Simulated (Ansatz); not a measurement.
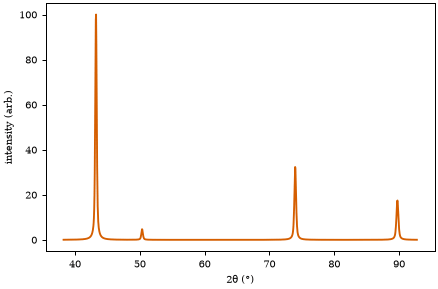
Fig. 1. Simulated powder pattern, Cu Kα, λ = 1.54184 Å

The pattern belongs to a structure relaxed with plane-wave PAW PBE (Ansatz code).

Task: Which compound is it?
A. GaN, wurtzite
B. AlN, wurtzite
C. SiC, zinc blende
D. BN, zinc blende

Result: D, BN, zinc blende

Space group F-43m (zinc blende). The cell was relaxed with PBE under the symmetry of its start.

Potentials: the earlier of the program's two PAW sets.
